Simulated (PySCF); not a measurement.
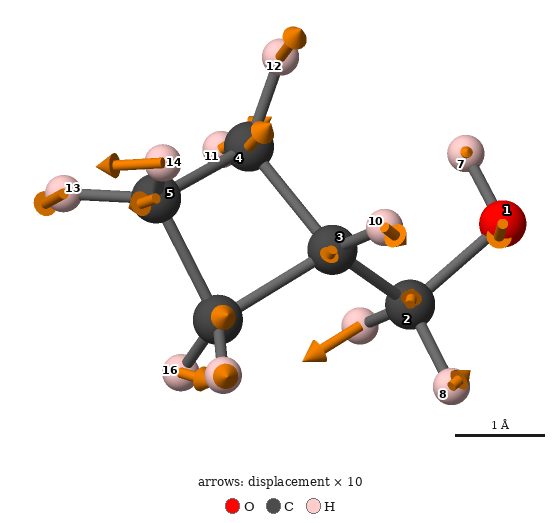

A relaxation of C5H10O. The starting structure is drawn; orange arrows show the displacements, 10 times their true length. The two geometries are superimposed by the best rigid fit.

The picture is a ball-and-stick view, seen at a tilt.

The start comes from MMFF94s.

The calculation used PBE0-D3(BJ)/def2-SVP geometry optimisation, gas phase in PySCF 2.14.0, density-fitted response routines. 

Q: What happened in the run?

A: An H atom moves most after the best rigid fit: 0.085 Å. By element the largest moves are H 0.085 Å, O 0.072 Å, C 0.062 Å. Near-neighbour distances that change, for instance: C–O 1.422 → 1.402 Å, C–H 1.095 → 1.112 Å, C–C 1.552 → 1.542 Å, H–O 0.972 → 0.963 Å. Bond angles that change, for instance: C–C–H 114.6° → 110.8°, O–C–C 109.4° → 112.8°, C–C–H 112.3° → 108.9°. The energy falls by 15.2 kJ/mol in 7 geometry steps. The largest force component goes from 1.6 to 0.015 eV/Å. The run took about 40 core-seconds on a shared host.
